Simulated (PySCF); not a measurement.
## A study: B3H3O3, SMILES `B1OBOBO1`

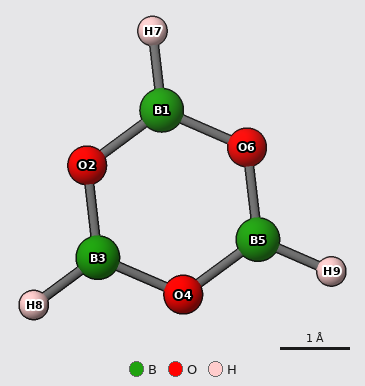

The molecule, with its atoms numbered as below. No frequency check shows the geometry to be a minimum.

Geometry (Å), atoms numbered from 1:

```
B1      -1.3129   -0.3587    0.0000
O2      -0.3454   -1.3146    0.0000
B3       0.9671   -0.9577    0.0000
O4       1.3112    0.3582    0.0000
B5       0.3458    1.3163    0.0000
O6      -0.9658    0.9565    0.0000
H7      -2.4414   -0.6670    0.0000
H8       1.7983   -1.7808    0.0000
H9       0.6430    2.4478    0.0000
```

Part 1: Bonding charge

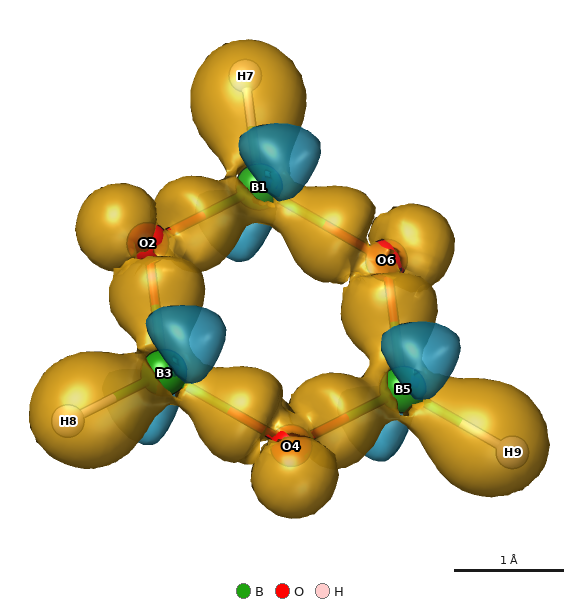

Deformation density (molecule less spherical, spin-averaged free atoms at the same positions), surfaces at ±0.15 e/Å³; yellow: gain, teal: loss.

Method: B3LYP/def2-TZVP; geometry: GFN2-xTB; program: PySCF.

Question: How much density has each bond gained at its critical point, relative to the free atoms?

Answer: B1–H7, B3–H8 and B5–H9: +0.57 e/Å³ at the bond critical point (bond length 1.17 Å, Mayer order 1.0). B3–O4, B1–O2, B5–O6, O4–B5 and 2 more like them: +0.35 e/Å³ at the bond critical point (bond length 1.36 Å, Mayer order 1.2). In all, 2.4 electrons gather in the regions of gain relative to the promolecule.

Question: Where do the Hirshfeld charges lie?

Answer: The highest Hirshfeld charge is on B1, B3 and B5 (+0.27 e), the lowest on O2, O4 and O6 (−0.22 e).

Part 2: Bond critical points

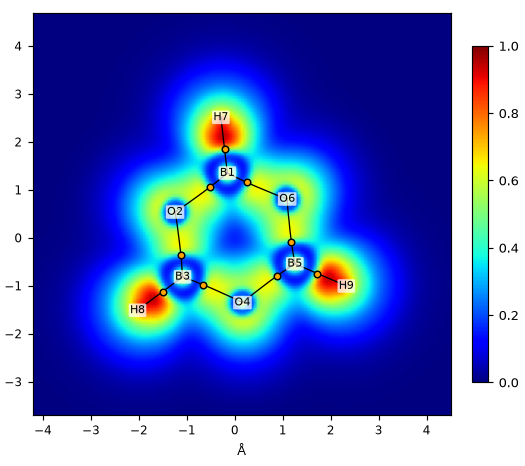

Localised orbital locator (LOL) in the molecular plane, with bond paths and bond critical points (dots).

Question: What values does LOL take at the bond critical points in this plane?

Answer: B1–H7, B3–H8 and B5–H9: about 0.61; B3–O4, B1–O2, B5–O6, O4–B5 and 2 more like them: about 0.35. Values above 0.5 mark slow, localised electrons, as in shared pairs; low values at a critical point mark a polar or closed-shell contact whose critical point lies between the shells.

Question: Where along B3–O4 does the critical point lie?

Answer: 0.45 Å from B3 and 0.91 Å from O4.

Part 3: Local ionisation energy

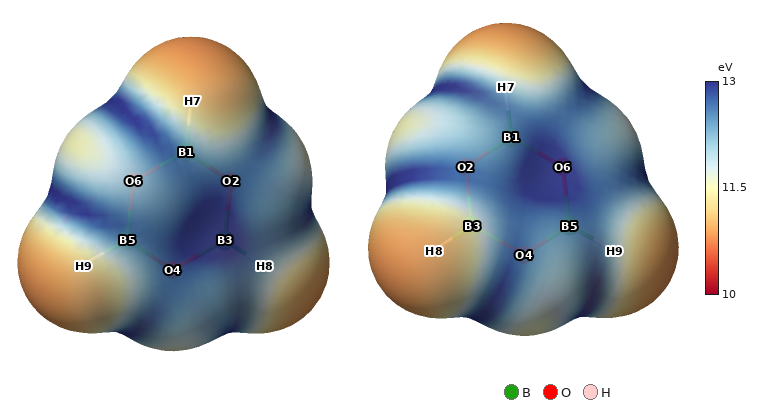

Average local ionisation energy on the surface of electron density 0.001 a.u. (back view left, front view right).

Question: Where are the most loosely bound electrons on this surface?

Answer: The lowest value is 10.8 eV, 1.4 Å from H7, and at like points elsewhere. Further minima include 11.5 eV, 1.8 Å from O2, and at like points elsewhere. For comparison, the highest occupied orbital lies at −9.4 eV.

Question: What volume does the surface enclose, and what is the dipole moment?

Answer: About 102 Å³; the dipole moment is 0.0 D.
